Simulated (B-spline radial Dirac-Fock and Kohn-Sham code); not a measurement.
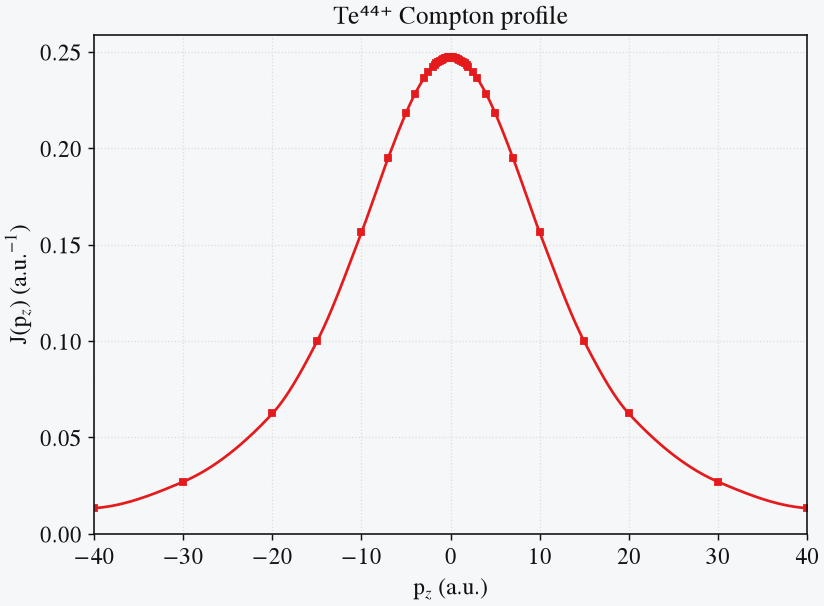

Fig. 1. The total Compton profile J(pz). Species: the ion Te⁴⁴⁺, configuration [He] 2s2 2p4. Computed with a B-spline radial atomic code: the impulse approximation on the Dirac–Fock momentum density (average of configuration).

Summarise the result.

J(0) = 0.247 a.u.⁻¹; the profile falls to half at pz ≈ 13 a.u. and is 0.242 at 2 a.u. and 0.228 at 4 a.u. Its area over all pz is the number of electrons, 8.
